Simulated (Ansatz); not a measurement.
# Energy over volume and axial ratio for TiC (rock salt)

TiC (rock salt)

```yaml
crystal:
  lattice:
    - [0.00000, 2.16652, 2.16652]
    - [2.16652, 0.00000, 2.16652]
    - [2.16652, 2.16652, 0.00000]
  atoms:
    - { symbol: C, position: [0.00000, 0.00000, 0.00000] }
    - { symbol: Ti, position: [0.50000, 0.50000, 0.50000] }
```

The relaxed cell is deformed in two ways at once: its volume V is scaled, and at that volume it is stretched along z (the c axis of the conventional cell) so that c/a changes. Fractional atomic positions are held.

Computed with PBE (plane waves to 420 eV, PAW, scalar-relativistic; Ansatz, an electronic-structure program). k mesh 18×18×18 (Γ-centred), Fermi-Dirac smearing 0.05 eV. Energies are smeared free energies. With partly filled bands, the response to shear is sensitive to the k mesh, so small differences along c/a are uncertain. TiC is run without spin polarisation. TiC was relaxed with its symmetry unable to fall. The zero of ΔE is the relaxed starting cell.

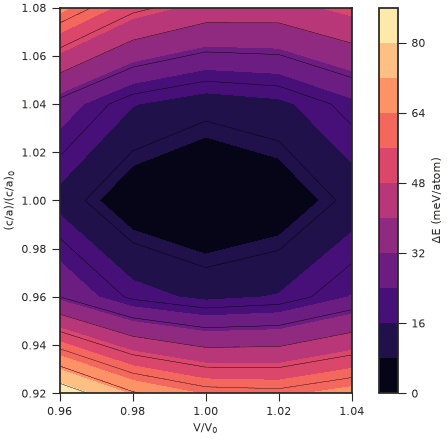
*ΔE (meV/atom) over the 5×5 grid of computed points.*

The shear modulus C′ = (C11 − C12)/2 (fit, atoms clamped) is 190 GPa. Lowest place on the grid: V/V₀ = 1.000, (c/a)/(c/a)₀ = 1.000 (0 meV/atom). Highest place on the grid: V/V₀ = 0.960, (c/a)/(c/a)₀ = 0.920 (86 meV/atom).

Near the relaxed cell σzz − σxx = −2Cδ (compression positive), C being this modulus and δ the logarithm of the ratio.

(A scan under strain: stresses follow from slopes of the energy per volume, elastic moduli from its curvatures.)
